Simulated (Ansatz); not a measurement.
The structure below was relaxed with PBEsol/PAW in Ansatz (a program for electronic structure), no spin-orbit coupling.

```
CELL_PARAMETERS angstrom
      0.00000     2.87876     2.87876
      2.87876     0.00000     2.87876
      2.87876     2.87876     0.00000
ATOMIC_POSITIONS crystal
  Ga 0.50000 0.50000 0.50000
  Ga 0.75000 0.75000 0.75000
```

Question: Find the space group and the Wyckoff positions.

Answer: Space group Fd-3m, origin choice 1 (No. 227); a = 5.758 Å, b = 5.758 Å, c = 5.758 Å, α = 90.00°, β = 90.00°, γ = 90.00°

| atom | site | symmetry | x | y | z |
|---|---|---|---|---|---|
| Ga | 8a | -43m | 0.0000 | 0.0000 | 0.0000 |

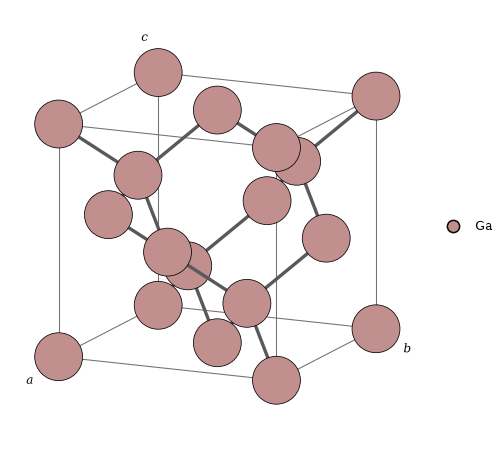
Fig. 1. The conventional cell

Stability against distortions was not tested. The cell was made from Ge by this change: Ge → Ga; the result is a hypothetical phase, not in the database extracts checked.
